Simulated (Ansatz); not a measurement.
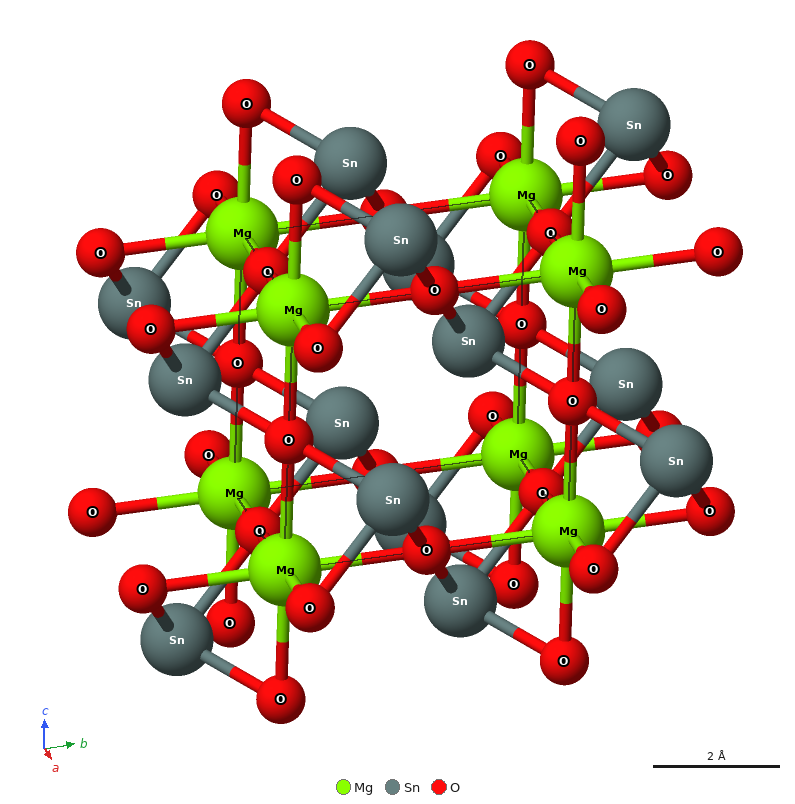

An orthographic ball-and-stick view of the structure, slightly off an axis. One simulation cell is outlined, and atoms on its boundary appear in each equivalent place. The first bonded neighbours in the surrounding cells are also shown.

The calculation's input:
```yaml
crystal:
  lattice:
    - [2.9506168406, 1.7035394272, 3.0207815399]
    - [-2.9506168406, 1.7035394272, 3.0207815399]
    - [0.0, -3.4070788544, 3.0207815399]
  atoms:
    - { symbol: Mg, position: [0.0, 0.0, 0.0] }
    - { symbol: Sn, position: [0.6844102443, 0.6844102443, 0.6844102443] }
    - { symbol: Sn, position: [0.3155897557, 0.3155897557, 0.3155897557] }
    - { symbol: O, position: [0.0, 0.5, 0.0] }
    - { symbol: O, position: [0.5, 0.0, 0.0] }
    - { symbol: O, position: [0.0, 0.0, 0.5] }
basis:
  ecutwfc: 420
kpoints:
  mp_grid: { grid: [12, 12, 12] }
  band_path:
    path:
      - [[0.0, 0.0, 0.0], [0.5, 0.5, 0.5], [0.62131448, 0.37868552, 0.5]]
      - [[0.5, -0.37868552, 0.37868552], [0.5, 0.0, 0.0], [0.0, 0.0, 0.0], [0.43934276, -0.43934276, 0.0]]
      - [[0.56065724, 0.0, 0.43934276], [0.5, 0.0, 0.5], [0.0, 0.0, 0.0]]
    npoints: 14
hamiltonian:
  xc: pbe
scf:
  occupations: { method: gaussian, width: 0.02 }
  n_extra_bands: 15
output:
  forces: true
  stress: true
  eigenvalues: true
  populations: true
  dos: { projected: true, de: 0.02, nscf_kmesh: { grid: [18, 18, 18] } }
  bader: true
  write_density: true
  write_potential: true
  elf: true
  volumetric_format: npy
```
Run as:
```sh
ansatz run input.yaml --threads 1 --pin off --max-ram 2560MiB --backend cpu --events-out ev --progress --plain --runs-dir out
```

Electronic-structure method: Ansatz, DFT PBE, scalar-relativistic, plane waves, PAW. Parameters: an energy cutoff of 420 eV, k-points on a 12×12×12 grid, Gaussian smearing of 0.02 eV, no spin polarisation.

Question: What are the atomic charges by Bader's partition?

Answer: Mg +1.73 e; Sn +1.25 e; O -1.41 e. The transfer is large, as in an ionic solid.

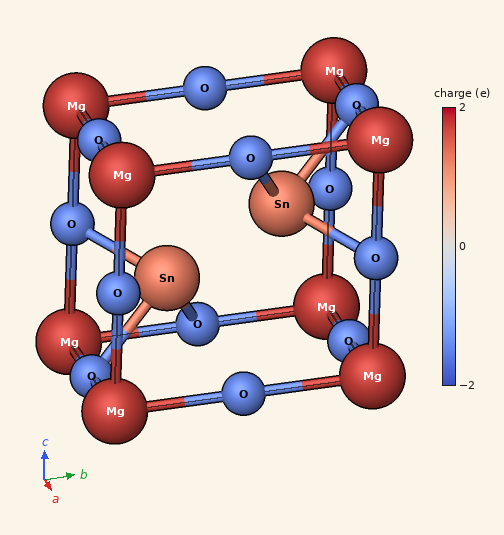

The atoms coloured by those charges.

The starting point was a structure type filled with these elements by a generator (whether the compound takes this form wasn't checked). Earlier steps of the study may have refined or changed the cell and positions. A calculation with Ansatz used it as input.
